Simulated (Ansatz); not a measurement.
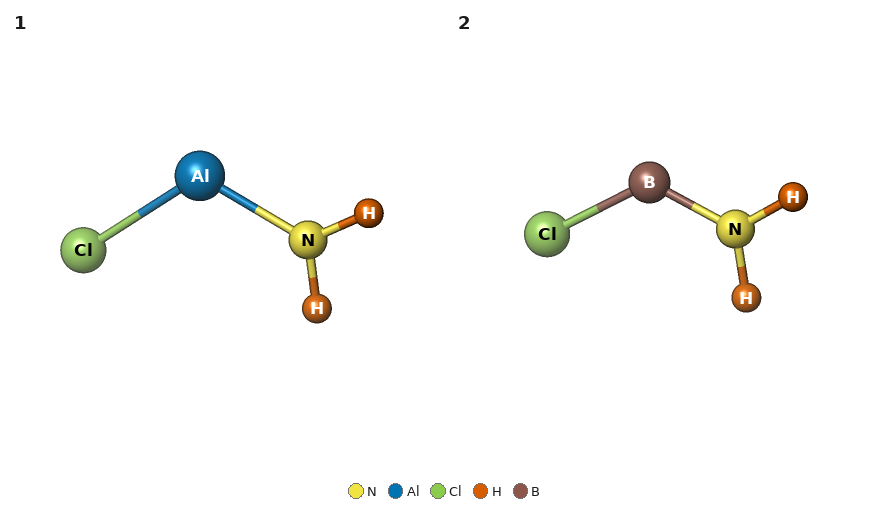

2 molecules with one skeleton, seen from the same side and at one scale. State: neutral, doublet. Computed geometries: PBE0-D4/def2-TZVP optimisations, one conformation each. Properties computed with Ansatz 0.2.0.

One atom differs, called X below: Al in panel 1, B in panel 2. Their formulas are AlClH2N (`[NH2][Al][Cl]`), BClH2N (`N[B]Cl`).

In which is the dipole moment larger (PBE0-D4/def2-TZVP)?

In panel 2 (X = B).

In which is the angle N–X–Cl larger (PBE0-D4/def2-TZVP)?

In panel 2 (X = B).

Give the values. With PBE0-D4/def2-TZVP: length of X–Cl (Å), length of X–N (Å), angle N–X–Cl (°), dipole moment (D), harmonic zero-point energy (kJ/mol).

```tsv
quantity	1 (Al)	2 (B)	2 − 1
length of X–Cl (Å)	2.116	1.746	−0.370
length of X–N (Å)	1.765	1.376	−0.389
angle N–X–Cl (°)	116.7	124.3	+7.6
dipole moment (D)	2.31	2.68	+0.37
harmonic zero-point energy (kJ/mol)	69.8	80.1	+10.3
```
